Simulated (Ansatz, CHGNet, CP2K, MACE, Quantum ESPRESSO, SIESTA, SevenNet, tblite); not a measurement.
# Running Na+ TFSI- in propylene carbonate and ethylene carbonate at 330 K (114 atoms) with SIESTA, part 2 of 2

How do the settings of SIESTA change the result for Na+ TFSI- in propylene carbonate and ethylene carbonate at 330 K (114 atoms)? A plane-wave run serves as the yardstick.

Program: SIESTA 5.4.2; the method stands at each step. Banners, paths, timers and routine set-up lines are dropped from the logs unmarked, and long logs keep their key lines alone; longer cuts are marked. The potentials were converted by us to PSML.

So far. Step 2 (PBE, DZP, shift 0.01 Ry, mesh 500 Ry): Forces lie 16 % from the reference's, at 4.3 times its CPU time (on 2 against 8 cores). Step 3 (PBE, SZ, shift 0.01 Ry, mesh 500 Ry): Against the first run (16 %), the force difference from the reference is 142 %, at 0.36 times the CPU time (on 1 against 2 cores), with 350 basis functions against 1186: the smaller basis costs accuracy.

### 4. PBE, SZ, shift 0.02 Ry, mesh 500 Ry

Method: Kohn-Sham DFT, PBE, PseudoDojo 0.4.1 norm-conserving pseudopotentials (converted to PSML), numerical atomic orbitals (SZ), diagonalisation.

File input.fdf:

```
SystemLabel cell
NumberOfAtoms 114
NumberOfSpecies 7
%block ChemicalSpeciesLabel
  1 7 N
  2 16 S
  3 8 O
  4 6 C
  5 9 F
  6 1 H
  7 11 Na
%endblock ChemicalSpeciesLabel
LatticeConstant 1.0 Ang
%block LatticeVectors
  11.21847 0.00000 0.00000
  0.00000 11.21847 0.00000
  0.00000 0.00000 11.21847
%endblock LatticeVectors
PAO.BasisSize SZ
PAO.EnergyShift 0.02 Ry
XC.Functional GGA
XC.Authors PBE
MeshCutoff 500 Ry
%block kgrid_Monkhorst_Pack
  1 0 0 0.0
  0 1 0 0.0
  0 0 1 0.0
%endblock kgrid_Monkhorst_Pack
SolutionMethod diagon
OccupationFunction FD
ElectronicTemperature 580 K
SCF.Mixer.Method Pulay
SCF.Mixer.Weight 0.15
SCF.Mixer.History 8
SCF.Mix Hamiltonian
MaxSCFIterations 300
SCF.DM.Tolerance 1e-04
SCF.H.Tolerance 1.0e-3 eV
WriteForces T
Write.HirshfeldPop T
Write.VoronoiPop T
Write.DM F
Write.H F
XML.Write F
AtomicCoordinatesFormat Fractional
%block AtomicCoordinatesAndAtomicSpecies
[... 114 atom lines left out: the same atoms as in the first run ...]
%endblock AtomicCoordinatesAndAtomicSpecies
```

The run is started by

```console
$ OMP_NUM_THREADS=1 siesta < input.fdf > output.txt
```

What it wrote:

```text
Version         : 5.4.2
reinit: System Name:
reinit: System Label: cell
initatom: Reading input for the pseudopotentials and atomic orbitals ----------
Species number:   1 Atomic number:    7 Label: N
Species number:   2 Atomic number:   16 Label: S
Species number:   3 Atomic number:    8 Label: O
Species number:   4 Atomic number:    6 Label: C
Species number:   5 Atomic number:    9 Label: F
Species number:   6 Atomic number:    1 Label: H
Species number:   7 Atomic number:   11 Label: Na
Ground state valence configuration (from tables):   2s02  2p03  3d00  4f00
Ground state valence configuration (from tables):   3s02  3p04  3d00  4f00
Ground state valence configuration (from tables):   2s02  2p04  3d00  4f00
[... lines left out ...]
        iscf     Eharris(eV)        E_KS(eV)     FreeEng(eV)     dDmax    Ef(eV) dHmax(eV)
[... lines left out ...]
SCF Convergence by DM+H criterion
[... lines left out ...]
SCF cycle converged after 16 iterations
[... lines left out ...]
   Max   31.951294
[... lines left out ...]
   Max   31.951294    constrained
Stress tensor Voigt[x,y,z,yz,xz,xy] (kbar):     -385.98     -365.89     -314.90       24.12      -21.41       24.04
[... lines left out ...]
siesta: FreeEng =    -30379.174843
[... lines left out ...]
siesta:         Fermi =      -2.984484
[... lines left out ...]
siesta:                Solid            Molecule  Units
siesta:           0.00241726          0.00257309  Ry/Bohr**3
siesta:           0.22194221          0.23625046  eV/Ang**3
siesta:         355.59061748        378.51496935  kBar
    Orbital volume contribution        =          11.381314 eV
    (Free)E + p_basis*V_orbitals       =      -30367.793529 eV
    (Free)Eharris+ p_basis*V_orbitals  =      -30367.793529 eV
Hirshfeld Atomic Populations:
Atom #   charge [q] valence [e]  Species
     1    -0.435158    5.435158  N
     2     0.680593    5.319407  S
     3    -0.315665    6.315665  O
     4    -0.312586    6.312586  O
     5     0.180640    3.819360  C
     6    -0.076445    7.076445  F
     7    -0.123896    7.123896  F
     8    -0.102504    7.102504  F
     9     0.685666    5.314334  S
    10    -0.306938    6.306938  O
[...]
12     0.163112    3.836888  C
[...]
16    -0.356827    5.356827  N
    17     0.634913    5.365087  S
[...]
20     0.193361    3.806639  C
[...]
38     0.042094    0.957906  H
    39     0.019041    0.980959  H
    40     0.010755    0.989245  H
[...]
113     0.256312    8.743688  Na
   114     0.305372    8.694628  Na
--------------------
 Total    -0.000019
Voronoi Atomic Populations:
Atom #   charge [q] valence [e]  Species
     1    -0.458918    5.458918  N
[...]
16    -0.378139    5.378139  N
    17     0.679167    5.320833  S
[...]
24     0.695817    5.304183  S
[...]
29    -0.107377    7.107377  F
    30    -0.081912    7.081912  F
[...]
105    -0.098286    6.098286  O
   106     0.134063    3.865937  C
   107     0.107064    3.892936  C
   108    -0.159851    6.159851  O
[...]
111     0.002832    0.997168  H
   112    -0.007416    1.007416  H
   113     0.204451    8.795549  Na
   114     0.245203    8.754797  Na
--------------------
 Total    -0.000019
```

Wall time 89 s (1 thread of Arm Neoverse V2, shared host); peak memory 0.85 GiB.

Compared with the plane-wave run:

```
r.m.s. force component                           : 6.186 eV/Å
r.m.s. difference of force components            : 4020 meV/Å
longest difference of force vectors              : 21910 meV/Å
force difference over r.m.s. force               : 132.4 %
slope of forces against the reference's          : 1.699
correlation of force components                  : 0.8339
gap (highest filled to lowest empty level) : 2.27 eV
gap difference                                   : -1.506 eV
pressure                                         : 35.56 GPa
pressure difference                              : 29.55 GPa
```

This is a coarse setting, run to see what it loses.

Against the first run (16 %), the force difference from the reference is 132 %, at 0.33 times the CPU time (on 1 against 2 cores).

### 5. PBE, DZ, shift 0.01 Ry, mesh 500 Ry

Method: Kohn-Sham DFT, PBE, PseudoDojo 0.4.1 norm-conserving pseudopotentials (converted to PSML), numerical atomic orbitals (DZ), diagonalisation.

input.fdf, as its differences from that of step 4:

```diff
@@ -18,4 +18,4 @@
 %endblock LatticeVectors
-PAO.BasisSize SZ
-PAO.EnergyShift 0.02 Ry
+PAO.BasisSize DZ
+PAO.EnergyShift 0.01 Ry
 XC.Functional GGA
```

The run is started by

```console
$ OMP_NUM_THREADS=1 mpirun -np 2 siesta < input.fdf > output.txt
```

What it wrote:

```text
Version         : 5.4.2
reinit: System Name:
reinit: System Label: cell
initatom: Reading input for the pseudopotentials and atomic orbitals ----------
Species number:   1 Atomic number:    7 Label: N
Species number:   2 Atomic number:   16 Label: S
Species number:   3 Atomic number:    8 Label: O
Species number:   4 Atomic number:    6 Label: C
Species number:   5 Atomic number:    9 Label: F
Species number:   6 Atomic number:    1 Label: H
Species number:   7 Atomic number:   11 Label: Na
Ground state valence configuration (from tables):   2s02  2p03  3d00  4f00
[... lines left out ...]
SCF Convergence by DM+H criterion
[... lines left out ...]
SCF cycle converged after 14 iterations
[... lines left out ...]
   Max   25.674271
[... lines left out ...]
   Max   25.674271    constrained
Stress tensor Voigt[x,y,z,yz,xz,xy] (kbar):     -198.51     -180.54     -150.46       13.24       -4.51       24.62
[... lines left out ...]
siesta: FreeEng =    -30534.527911
[... lines left out ...]
siesta:         Fermi =      -3.962330
[... lines left out ...]
siesta:         176.50194647        178.65377825  kBar
[... lines left out ...]
     4    -0.307623    6.307623  O
     5     0.178830    3.821170  C
     6    -0.050090    7.050090  F
     7    -0.098413    7.098413  F
     8    -0.059250    7.059250  F
     9     0.623094    5.376906  S
    10    -0.290877    6.290877  O
[...]
12     0.186075    3.813925  C
[...]
16    -0.306603    5.306603  N
    17     0.587736    5.412264  S
[...]
20     0.208269    3.791731  C
[...]
38     0.030753    0.969247  H
    39     0.008514    0.991486  H
    40     0.006476    0.993524  H
[...]
113     0.217015    8.782985  Na
   114     0.271094    8.728906  Na
--------------------
 Total    -0.000005
Voronoi Atomic Populations:
Atom #   charge [q] valence [e]  Species
     1    -0.394611    5.394611  N
[...]
16    -0.321895    5.321895  N
    17     0.600468    5.399532  S
[...]
24     0.608314    5.391686  S
[...]
29    -0.057093    7.057093  F
    30    -0.032819    7.032819  F
[...]
105    -0.044804    6.044804  O
   106     0.079864    3.920136  C
   107     0.044049    3.955951  C
   108    -0.131572    6.131572  O
[...]
111     0.027578    0.972422  H
   112     0.009410    0.990590  H
   113     0.194361    8.805639  Na
   114     0.238416    8.761584  Na
--------------------
 Total    -0.000005
```

It took 65 s on 2 MPI ranks; peak memory 1.4 GiB; 2.2 min of CPU time.

Numbers from this run, and their distance from the reference:

* r.m.s. force component: 4.572 eV/Å
* r.m.s. difference of force components: 2260 meV/Å
* longest difference of force vectors: 14280 meV/Å
* force difference over r.m.s. force: 74.45 %
* slope of forces against the reference's: 1.357
* correlation of force components: 0.901
* gap (highest filled to lowest empty level): 3.424 eV
* gap difference: -0.3522 eV
* pressure: 17.65 GPa
* pressure difference: 11.64 GPa

This is a coarse setting, run to see what it loses.

Against the first run (16 %), the force difference from the reference is 74 %, at 0.47 times the CPU time, with 692 basis functions against 1186: the smaller basis costs accuracy.

### 6. PBE, SZ, shift 0.02 Ry, mesh 500 Ry, orbital minimisation

Method: Kohn-Sham DFT, PBE, PseudoDojo 0.4.1 norm-conserving pseudopotentials (converted to PSML), numerical atomic orbitals (SZ), orbital minimisation.

input.fdf, as its differences from that of step 5:

```diff
@@ -18,4 +18,4 @@
 %endblock LatticeVectors
-PAO.BasisSize DZ
-PAO.EnergyShift 0.01 Ry
+PAO.BasisSize SZ
+PAO.EnergyShift 0.02 Ry
 XC.Functional GGA
@@ -28,3 +28,3 @@
 %endblock kgrid_Monkhorst_Pack
-SolutionMethod diagon
+SolutionMethod OMM
 OccupationFunction FD
@@ -38,2 +38,4 @@
 SCF.H.Tolerance 1.0e-3 eV
+OMM.Precon -1
+OMM.RelTol 1.0e-9
 WriteForces T
```

What it wrote:

```text
Version         : 5.4.2
reinit: System Name:
reinit: System Label: cell
initatom: Reading input for the pseudopotentials and atomic orbitals ----------
Species number:   1 Atomic number:    7 Label: N
Species number:   2 Atomic number:   16 Label: S
Species number:   3 Atomic number:    8 Label: O
Species number:   4 Atomic number:    6 Label: C
Species number:   5 Atomic number:    9 Label: F
Species number:   6 Atomic number:    1 Label: H
Species number:   7 Atomic number:   11 Label: Na
Ground state valence configuration (from tables):   2s02  2p03  3d00  4f00
[... lines left out ...]
siesta: FreeEng =    -30297.227602
[... lines left out ...]
SCF Convergence by DM+H criterion
[... lines left out ...]
SCF cycle converged after 23 iterations
[... lines left out ...]
   Max   31.951097
[... lines left out ...]
   Max   31.951097    constrained
Stress tensor Voigt[x,y,z,yz,xz,xy] (kbar):     -385.98     -365.89     -314.90       24.12      -21.41       24.04
[... lines left out ...]
siesta: FreeEng =    -30379.174842
[... lines left out ...]
siesta:         355.59025359        378.50996278  kBar
[... lines left out ...]
     4    -0.312564    6.312564  O
     5     0.180648    3.819352  C
     6    -0.076440    7.076440  F
     7    -0.123893    7.123893  F
     8    -0.102506    7.102506  F
     9     0.685658    5.314342  S
    10    -0.306957    6.306957  O
[...]
12     0.163115    3.836885  C
[...]
16    -0.356858    5.356858  N
    17     0.634934    5.365066  S
[...]
20     0.193352    3.806648  C
[...]
38     0.042091    0.957909  H
    39     0.019045    0.980955  H
    40     0.010762    0.989238  H
[...]
113     0.256324    8.743676  Na
   114     0.305387    8.694613  Na
--------------------
 Total    -0.000019
Voronoi Atomic Populations:
Atom #   charge [q] valence [e]  Species
     1    -0.458936    5.458936  N
[...]
16    -0.378173    5.378173  N
    17     0.679187    5.320813  S
[...]
24     0.695834    5.304166  S
[...]
29    -0.107385    7.107385  F
    30    -0.081917    7.081917  F
[...]
105    -0.098287    6.098287  O
   106     0.134071    3.865929  C
   107     0.107067    3.892933  C
   108    -0.159841    6.159841  O
[...]
111     0.002833    0.997167  H
   112    -0.007415    1.007415  H
   113     0.204459    8.795541  Na
   114     0.245214    8.754786  Na
--------------------
 Total    -0.000019
```

It took 69 s on 2 MPI ranks; peak memory 1.1 GiB.

Numbers from this run, and their distance from the reference:

* r.m.s. force component: 6.186 eV/Å
* r.m.s. difference of force components: 4020 meV/Å
* longest difference of force vectors: 21910 meV/Å
* force difference over r.m.s. force: 132.4 %
* slope of forces against the reference's: 1.699
* correlation of force components: 0.8339
* pressure: 35.56 GPa
* pressure difference: 29.55 GPa
* energy less the same-level run's: 0 meV/atom
* r.m.s. force difference from the same-level run: 0.223 meV/Å

This is a coarse setting, run to see what it loses.

Against the first run (16 %), the force difference from the reference is 132 %, at 0.51 times the CPU time.

### 7. Side by side

Differences are against the plane-wave reference, forces as r.m.s. over components; share is that over the reference's r.m.s. force, slope the least-squares factor from reference forces to these. Total energies of different programs have different zeros and aren't compared.

```csv
run,"Δ force, r.m.s. (meV/Å)",share (%),slope,Δ pressure (GPa),Δ gap (eV),cores,CPU time,memory (GiB)
reference,-,-,-,-,-,8,64 s,1.8
"SIESTA PBE, DZP, shift 0.01 Ry, mesh 500 Ry",477,15.7,1.087,1.00,0.0974,2,4.5 min,2.1
"SIESTA PBE, SZ, shift 0.01 Ry, mesh 500 Ry (coarse)",4315,142,1.718,32.6,-1.36,1,97 s,0.95
"SIESTA PBE, SZ, shift 0.02 Ry, mesh 500 Ry (coarse)",4020,132,1.699,29.6,-1.51,1,89 s,0.85
"SIESTA PBE, DZ, shift 0.01 Ry, mesh 500 Ry (coarse)",2260,74.4,1.357,11.6,-0.352,2,2.2 min,1.4
"SIESTA PBE, SZ, shift 0.02 Ry, mesh 500 Ry, orbital minimisation (coarse)",4020,132,1.699,29.6,-,2,2.3 min,1.1
```

Rows marked coarse were listed beforehand as settings not expected to be converged; some can still land near the reference.

CPU time is summed over cores on a shared host, where runs went side by side, so it is rough. Symmetry, cutoffs, thresholds, outputs and thread counts weren't matched or tuned between programs; memory under MPI is the largest rank's times the ranks.

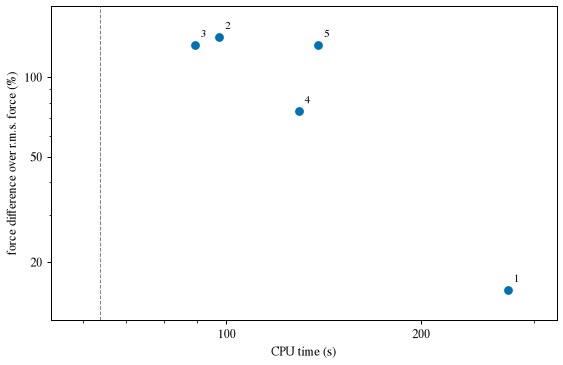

Force difference against CPU time; the dashed line marks the reference's time. Points: 1 SIESTA PBE, DZP, shift 0.01 Ry, mesh 500 Ry; 2 SIESTA PBE, SZ, shift 0.01 Ry, mesh 500 Ry; 3 SIESTA PBE, SZ, shift 0.02 Ry, mesh 500 Ry; 4 SIESTA PBE, DZ, shift 0.01 Ry, mesh 500 Ry; 5 SIESTA PBE, SZ, shift 0.02 Ry, mesh 500 Ry, orbital minimisation.

Within one program, basis, potentials and functional, energies share a zero. Each run against its twin at the usual cutoff or grid and solver:

```
                                                             run                            twin  Δ energy (meV/atom)  Δ force, r.m.s. (meV/Å)        CPU time over the twin's
SIESTA PBE, SZ, shift 0.02 Ry, mesh 500 Ry, orbital minimisation  SZ, shift 0.02 Ry, mesh 500 Ry                    0                    0.223  1.5 (this twin ran on 1 cores)
```

Further runs of this program without a result: SIESTA PBE, SZ, shift 0.02 Ry, mesh 500 Ry, order-N, radius 3.5 Å, eta -2.98 eV (stopped at the start); SIESTA PBE, SZ, shift 0.02 Ry, mesh 500 Ry, order-N, radius 6.5 Å, eta -2.98 eV (stopped at the start).

### 8. Summary of results

```json
{"nearest in forces": "SIESTA PBE, DZP, shift 0.01 Ry, mesh 500 Ry, 16 %", "its CPU time": "4.5 min"}
```

What this shows: The PBE run in local orbitals, coarse settings apart, differs by 16 % (SIESTA PBE, DZP, shift 0.01 Ry, mesh 500 Ry); basis, grid and potentials can all enter. Runs with settings chosen to be coarse differ by 74 % (SIESTA PBE, DZ, shift 0.01 Ry, mesh 500 Ry) to 142 % (SIESTA PBE, SZ, shift 0.01 Ry, mesh 500 Ry), their programs' other errors included. None of the electronic-structure runs in the table takes under half the reference's CPU time of 64 s; they take 1.4 to 4.3 times as much. At the same functional, gaps differ from the reference's 3.78 eV by between -1.51 and +0.10 eV. In pressure, SIESTA PBE, SZ, shift 0.01 Ry, mesh 500 Ry misses by +32.6 GPa, at the same functional. Forces of 3.0 eV/Å r.m.s. are well above thermal ones: they come largely from the bond lengths of the classical model and from the random displacements, and they dominate the comparison. The network of contacts between molecules at the start is that of the classical potential that made the cell, and needn't be the one that DFT or experiment would give. The reference's PBE has no dispersion term, which matters for the binding between molecules or layers. The electronic-structure runs sample only Γ, in a cell whose shortest periodic width is 11 Å.

[Also dropped from logs without a mark: logging warnings of Python, and SIESTA's first energy breakdown and zero terms.]

[Logs are printed without paths, hosts, clocks, repeated set-up lines and the standing remarks that a program may print on its own settings, such as how far it seeks lower states.]

[Hosts, paths, dates, database ids (printed as entryN), source tags and the programs' standing remarks are cut or masked in the printed files.]
